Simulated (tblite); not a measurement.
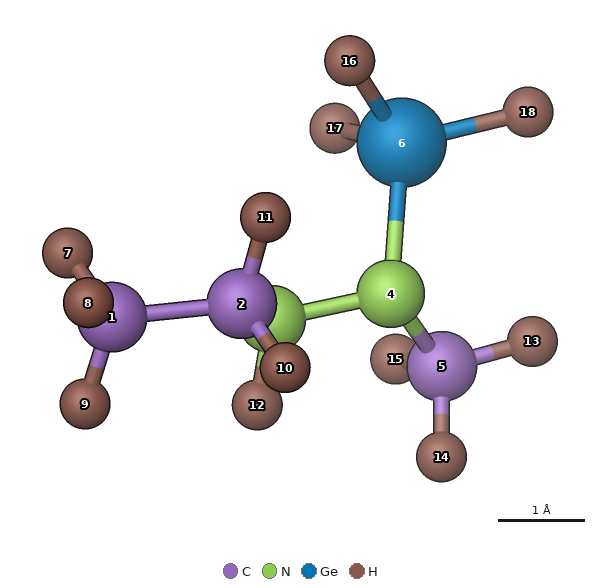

*The starting structure (ball-and-stick view, seen at a tilt; atoms are numbered from 1 in the order of the input). Sticks mark near contacts.*

C₃H₁₂GeN₂: geometry relaxation

The run: geometry relaxation of C₃H₁₂GeN₂, SMILES CCN[N](C)[GeH3]. Method and program: GFN2-xTB geometry optimisation, gas phase (tblite 0.8.0).

What the program printed
```
step      E/eV     max force
  0    -551.33623    1.794
  1    -551.45420    0.550
  2    -551.50515    0.462
  3    -551.52123    0.396
  4    -551.53632    0.272
  5    -551.54211    0.187
  6    -551.54619    0.165
  7    -551.54952    0.150
  8    -551.55352    0.158
  9    -551.55716    0.166
 10    -551.56074    0.150
 11    -551.56454    0.170
 12    -551.56897    0.166
 13    -551.57375    0.185
 14    -551.57868    0.201
 15    -551.58388    0.174
 16    -551.58952    0.187
 17    -551.59535    0.233
 18    -551.60057    0.246
 19    -551.60458    0.186
 20    -551.60762    0.120
 21    -551.61033    0.124
 22    -551.61290    0.149
 23    -551.61504    0.133
 24    -551.61686    0.110
 25    -551.61892    0.134
 26    -551.62170    0.158
 27    -551.62522    0.164
 28    -551.62919    0.169
 29    -551.63344    0.165
 30    -551.63836    0.186
 31    -551.64458    0.217
 32    -551.65173    0.245
 33    -551.65539    0.367
 34    -551.66035    0.240
 35    -551.66494    0.145
 36    -551.66903    0.133
 37    -551.67239    0.127
 38    -551.67616    0.155
 39    -551.67936    0.118
 40    -551.68163    0.107
 41    -551.68339    0.102
 42    -551.68515    0.106
 43    -551.68762    0.152
 44    -551.69030    0.116
 45    -551.69331    0.116
 46    -551.69535    0.120
 47    -551.69968    0.217
 48    -551.70369    0.220
 49    -551.70775    0.141
 50    -551.71112    0.149
 51    -551.71450    0.110
 52    -551.71777    0.126
 53    -551.72078    0.148
 54    -551.72334    0.132
 55    -551.72583    0.159
 56    -551.72816    0.123
 57    -551.73171    0.107
 58    -551.73432    0.123
 59    -551.73711    0.112
 60    -551.73893    0.098
 61    -551.74040    0.090
 62    -551.74210    0.123
 63    -551.74405    0.135
 64    -551.74537    0.085
 65    -551.74645    0.059
 66    -551.74715    0.055
 67    -551.74800    0.060
 68    -551.74876    0.064
 69    -551.74948    0.075
 70    -551.75013    0.063
 71    -551.75097    0.087
 72    -551.75209    0.101
 73    -551.75337    0.082
 74    -551.75441    0.062
 75    -551.75508    0.063
 76    -551.75564    0.069
 77    -551.75629    0.088
 78    -551.75707    0.077
 79    -551.75787    0.048
 80    -551.75849    0.052
 81    -551.75897    0.056
 82    -551.75961    0.056
 83    -551.76034    0.057
 84    -551.76098    0.054
 85    -551.76133    0.044
 86    -551.76148    0.038
 87    -551.76160    0.032
 88    -551.76174    0.034
 89    -551.76189    0.034
 90    -551.76199    0.020
 91    -551.76205    0.021
 92    -551.76209    0.018
 93    -551.76214    0.022
 94    -551.76218    0.016
 95    -551.76222    0.012
 96    -551.76225    0.014
 97    -551.76229    0.019
 98    -551.76236    0.025
 99    -551.76244    0.029
100    -551.76253    0.033
101    -551.76262    0.033
102    -551.76272    0.026
103    -551.76287    0.029
104    -551.76307    0.040
105    -551.76325    0.035
106    -551.76338    0.029
107    -551.76347    0.023
108    -551.76355    0.019
109    -551.76369    0.025
110    -551.76381    0.028
111    -551.76391    0.028
112    -551.76398    0.020
113    -551.76403    0.018
114    -551.76409    0.017
115    -551.76416    0.022
116    -551.76421    0.019
117    -551.76425    0.014
118    -551.76429    0.015
119    -551.76434    0.023
120    -551.76443    0.031
121    -551.76453    0.029
122    -551.76463    0.023
123    -551.76472    0.021
124    -551.76479    0.020
125    -551.76485    0.018
126    -551.76492    0.019
127    -551.76500    0.021
128    -551.76510    0.025
129    -551.76522    0.029
130    -551.76538    0.028
131    -551.76554    0.022
132    -551.76565    0.020
133    -551.76573    0.023
134    -551.76577    0.016
135    -551.76582    0.013
136    -551.76585    0.013
137    -551.76588    0.014
138    -551.76590    0.011
139    -551.76592    0.009
```

Trajectory as extended XYZ (Å, eV, eV/Å), 6 of the 140 frames kept, from step=0 to step=139
```
18
Properties=species:S:1:pos:R:3:forces:R:3 step=0 energy=-551.33623
C     2.6852   -0.0756    0.2707    0.1120   0.1090   0.0800
C     1.3996    0.2509   -0.5146    0.7730  -0.2730   0.3320
N     0.2732   -0.4695    0.0819    1.0920  -0.3730   0.0950
N    -0.9100   -0.0197   -0.5907   -1.6650  -0.6470  -0.1660
C    -1.8796   -1.1290   -0.6791    0.1010   0.0300  -0.6150
Ge   -1.6830    1.3047    0.4906   -0.0390   0.6910   0.4570
H     2.5575    0.2246    1.3322    0.1080  -0.2940  -0.7100
H     3.5365    0.4940   -0.1581   -0.5260  -0.4500   0.2950
H     2.9040   -1.1627    0.2163   -0.0820   0.7320   0.0940
H     1.5340   -0.0502   -1.5655   -0.0170   0.2350  -0.0060
H     1.2336    1.3428   -0.4641   -0.2270  -0.5040  -0.0170
H     0.4265   -1.4883   -0.1067   -0.3190   0.9170   0.1010
H    -2.8337   -0.7591   -1.1214    0.6850  -0.1420   0.3350
H    -1.4791   -1.9150   -1.3664   -0.1990   0.4470   0.5120
H    -2.0897   -1.5678    0.3124    0.0430  -0.0240  -0.3840
H    -0.7165    2.5141    0.6247   -0.4310  -0.5620  -0.0800
H    -1.9575    0.7362    1.9095    0.0850   0.2660  -0.5210
H    -3.0099    1.7760   -0.1434    0.5050  -0.1580   0.2000
18
Properties=species:S:1:pos:R:3:forces:R:3 step=28 energy=-551.62919
C     2.6593   -0.0803    0.2139   -0.0100  -0.0330  -0.0700
C     1.3589    0.2125   -0.5236   -0.0110  -0.0020   0.0140
N     0.2661   -0.4039    0.2212    0.0190   0.0070  -0.1410
N    -1.0119   -0.0496   -0.3581    0.0010   0.0630   0.0750
C    -1.7921   -1.1903   -0.7681    0.0090   0.0900   0.0560
Ge   -1.7114    1.3556    0.6098   -0.0200  -0.0600   0.0200
H     2.5498    0.1846    1.2646    0.0240   0.0250  -0.1070
H     3.4839    0.4789   -0.2189   -0.0160   0.0400   0.0110
H     2.8963   -1.1397    0.1508    0.0150  -0.0470   0.0200
H     1.4081   -0.1142   -1.5780    0.0160  -0.0700   0.1530
H     1.1600    1.2885   -0.5304    0.0320  -0.0190   0.0310
H     0.3573   -1.4179    0.1729    0.0380   0.0330   0.0990
H    -2.7275   -0.8087   -1.1734   -0.0340  -0.0620  -0.0730
H    -1.2650   -1.7650   -1.5389   -0.0180   0.1310  -0.0260
H    -2.0244   -1.8739    0.0575   -0.0210  -0.0280   0.0430
H    -0.6213    2.3743    0.5977   -0.0410   0.0130  -0.0400
H    -2.0713    1.1220    2.0554   -0.0080  -0.0840  -0.0410
H    -2.9237    1.8334   -0.1262    0.0260   0.0040  -0.0220
18
Properties=species:S:1:pos:R:3:forces:R:3 step=56 energy=-551.72816
C     2.6811   -0.1627    0.1074   -0.0020   0.0010  -0.0050
C     1.3305    0.0559   -0.5595    0.0060  -0.0110  -0.0250
N     0.2721   -0.2187    0.4067    0.0150  -0.0120  -0.0350
N    -1.0185    0.0168   -0.1237   -0.0330   0.0440   0.0090
C    -1.6248   -1.0586   -0.8641   -0.0320  -0.0070  -0.0240
Ge   -1.8633    1.3761    0.7239   -0.0340   0.0210  -0.0120
H     2.6582    0.2744    1.1024    0.0570   0.0070  -0.0100
H     3.4826    0.2977   -0.4647   -0.0520   0.0050  -0.0230
H     2.8937   -1.2270    0.1942   -0.0090   0.0160   0.0580
H     1.2588   -0.5587   -1.4718   -0.0320  -0.0060   0.0480
H     1.1965    1.1024   -0.8526    0.0780  -0.0250   0.0270
H     0.3496   -1.1768    0.7542   -0.0250   0.0290  -0.0410
H    -2.6028   -0.7238   -1.2006   -0.0390   0.0440  -0.0590
H    -1.0215   -1.3152   -1.7376    0.0180  -0.0330  -0.0660
H    -1.7695   -1.9654   -0.2652    0.0590  -0.0610   0.0890
H    -0.8428    2.4627    0.7670   -0.0280   0.0110   0.0120
H    -2.3324    1.1016    2.1290    0.0040  -0.0290   0.0440
H    -3.0562    1.7256   -0.1166    0.0490   0.0050   0.0150
18
Properties=species:S:1:pos:R:3:forces:R:3 step=83 energy=-551.76034
C     2.6982   -0.1991    0.1111   -0.0100   0.0210  -0.0250
C     1.3691    0.0144   -0.5983   -0.0030   0.0220  -0.0530
N     0.2716   -0.0731    0.3560   -0.0060   0.0340  -0.0090
N    -0.9993    0.1527   -0.2360   -0.0020  -0.0040  -0.0080
C    -1.5800   -0.9887   -0.9061   -0.0050  -0.0110   0.0020
Ge   -1.9469    1.3419    0.7748    0.0000   0.0040  -0.0370
H     2.7800    0.4750    0.9586   -0.0050   0.0090   0.0190
H     3.5164   -0.0011   -0.5769    0.0080  -0.0260   0.0240
H     2.7839   -1.2233    0.4696   -0.0030   0.0190   0.0070
H     1.2786   -0.7097   -1.4243   -0.0350   0.0080   0.0270
H     1.3257    1.0209   -1.0256   -0.0030  -0.0330   0.0070
H     0.2879   -0.9853    0.8158    0.0160  -0.0430   0.0030
H    -2.5789   -0.7162   -1.2438    0.0180   0.0170   0.0080
H    -0.9839   -1.2687   -1.7794   -0.0020  -0.0020   0.0100
H    -1.6618   -1.8643   -0.2457    0.0020   0.0030  -0.0180
H    -1.0142    2.4883    0.9475   -0.0140  -0.0050   0.0000
H    -2.3745    0.8412    2.1292    0.0050  -0.0130   0.0520
H    -3.1806    1.7014    0.0019    0.0400   0.0010  -0.0080
18
Properties=species:S:1:pos:R:3:forces:R:3 step=111 energy=-551.76391
C     2.6934   -0.1699    0.1183   -0.0020   0.0000  -0.0110
C     1.3626   -0.0151   -0.6031   -0.0010  -0.0050  -0.0080
N     0.2706   -0.0935    0.3587    0.0030  -0.0050  -0.0070
N    -0.9992    0.1490   -0.2257   -0.0010  -0.0080  -0.0030
C    -1.5814   -0.9697   -0.9314    0.0020  -0.0020  -0.0010
Ge   -1.9369    1.3305    0.7993    0.0260  -0.0110  -0.0020
H     2.7914    0.5908    0.8875   -0.0060  -0.0020   0.0030
H     3.5144   -0.0706   -0.5867    0.0060   0.0180  -0.0010
H     2.7614   -1.1489    0.5887   -0.0080   0.0000   0.0070
H     1.2833   -0.7757   -1.3962    0.0040   0.0040   0.0110
H     1.2935    0.9709   -1.0700    0.0110  -0.0100  -0.0020
H     0.2832   -1.0127    0.8080   -0.0060   0.0090   0.0070
H    -2.5763   -0.6801   -1.2652    0.0010   0.0020   0.0080
H    -0.9823   -1.2249   -1.8102   -0.0060  -0.0030   0.0040
H    -1.6686   -1.8647   -0.2989   -0.0060   0.0020  -0.0110
H    -0.9998    2.4730    0.9763   -0.0120  -0.0040   0.0020
H    -2.3551    0.8217    2.1572   -0.0010   0.0020   0.0010
H    -3.1627    1.6964    0.0218   -0.0050   0.0120   0.0030
18
Properties=species:S:1:pos:R:3:forces:R:3 step=139 energy=-551.76592
C     2.6894   -0.1269    0.1349    0.0030  -0.0010  -0.0020
C     1.3646   -0.0728   -0.6124    0.0010   0.0030   0.0060
N     0.2667   -0.1172    0.3436   -0.0020  -0.0060  -0.0010
N    -0.9976    0.1485   -0.2405   -0.0020   0.0000   0.0070
C    -1.6006   -0.9498   -0.9610    0.0010   0.0020   0.0020
Ge   -1.9100    1.3210    0.8171    0.0000   0.0030  -0.0060
H     2.7371    0.6780    0.8630   -0.0070  -0.0030  -0.0010
H     3.5174   -0.0244   -0.5613    0.0030  -0.0010  -0.0040
H     2.7931   -1.0743    0.6601    0.0000   0.0010   0.0010
H     1.3215   -0.8905   -1.3492    0.0020   0.0010   0.0020
H     1.2706    0.8749   -1.1481    0.0010   0.0010  -0.0050
H     0.2600   -1.0269    0.8116   -0.0010  -0.0030  -0.0020
H    -2.5966   -0.6404   -1.2728    0.0020  -0.0050  -0.0050
H    -1.0167   -1.1934   -1.8528    0.0020   0.0010  -0.0010
H    -1.6908   -1.8568   -0.3469   -0.0010  -0.0040   0.0020
H    -0.9574    2.4467    1.0087    0.0000   0.0090   0.0000
H    -2.3176    0.7888    2.1687   -0.0020  -0.0050   0.0070
H    -3.1419    1.7218    0.0659   -0.0020   0.0070   0.0020
```

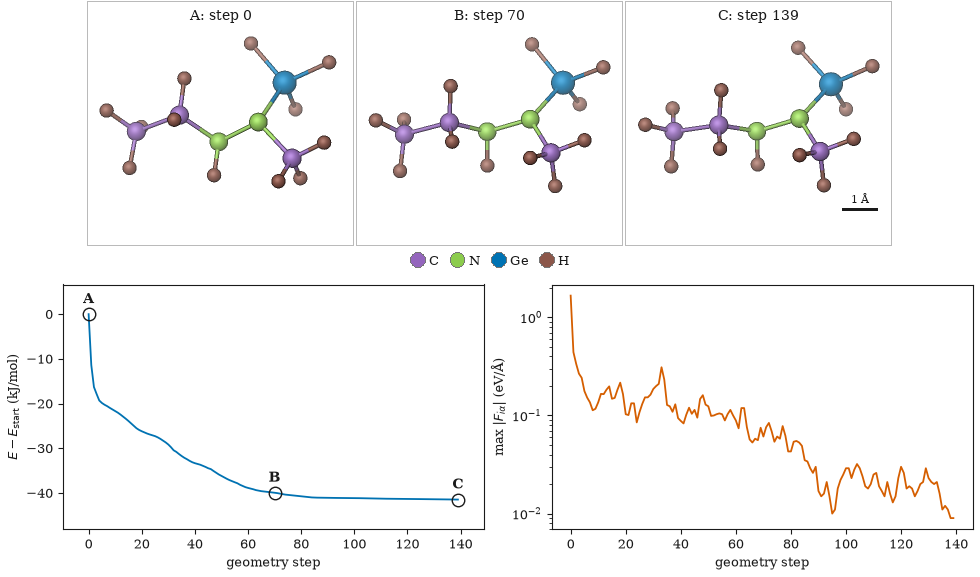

*Frames of the relaxation (ball-and-stick view, seen at a tilt) above the curves, on which the letters mark them (steps are counted from 0).*

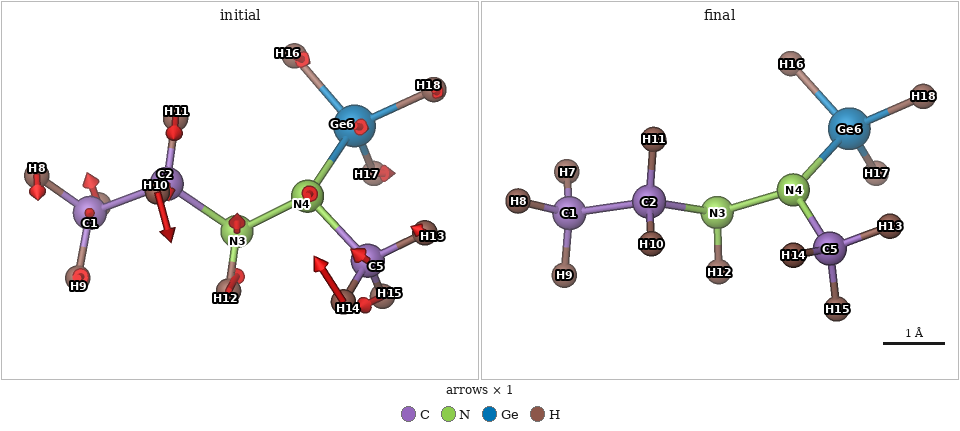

*Before (left) and after (right) the relaxation, at one scale (ball-and-stick view, seen at a tilt). The red arrows give the displacements, at true length.*

H12 moves most after the best rigid fit: 1.04 Å. Largest moves by element: H 1.04 Å, N 0.44 Å, C 0.43 Å, Ge 0.40 Å. Among the contacts that change: Ge6–H16 1.554 → 1.487 Å, N4–Ge6 1.876 → 1.824 Å, Ge6–H18 1.544 → 1.498 Å, Ge6–H17 1.553 → 1.509 Å. Among the angles that change: C5–N4–Ge6 107.1° → 124.7°, C2–N3–N4 106.8° → 113.3°, N3–N4–C5 109.5° → 115.8°. The energy falls by 41.5 kJ/mol in 139 geometry steps. Largest force component: 1.7 eV/Å at the start, 0.009 eV/Å at the end. (Atoms are counted from 1 in the order of the input.)

This output came from the following input.

The input
```
{"job": {"kind": "relax", "xc": "GFN2-xTB", "basis": "xTB"}, "charge": 0, "multiplicity": 1}
C      2.685200    -0.075600     0.270700
C      1.399600     0.250900    -0.514600
N      0.273200    -0.469500     0.081900
N     -0.910000    -0.019700    -0.590700
C     -1.879600    -1.129000    -0.679100
Ge    -1.683000     1.304700     0.490600
H      2.557500     0.224600     1.332200
H      3.536500     0.494000    -0.158100
H      2.904000    -1.162700     0.216300
H      1.534000    -0.050200    -1.565500
H      1.233600     1.342800    -0.464100
H      0.426500    -1.488300    -0.106700
H     -2.833700    -0.759100    -1.121400
H     -1.479100    -1.915000    -1.366400
H     -2.089700    -1.567800     0.312400
H     -0.716500     2.514100     0.624700
H     -1.957500     0.736200     1.909500
H     -3.009900     1.776000    -0.143400
```

The first line tells a small driver script what to run in tblite; the rest is the geometry in Å.

Run as:
```bash
OMP_NUM_THREADS=1 python <driver script> task.json out
```

Results in brief

- outcome: converged
- total energy: −551.7659 eV
- hardware: 1 CPU thread, shared host
- wall time: 1.3 s
- peak memory: 0.18 GiB
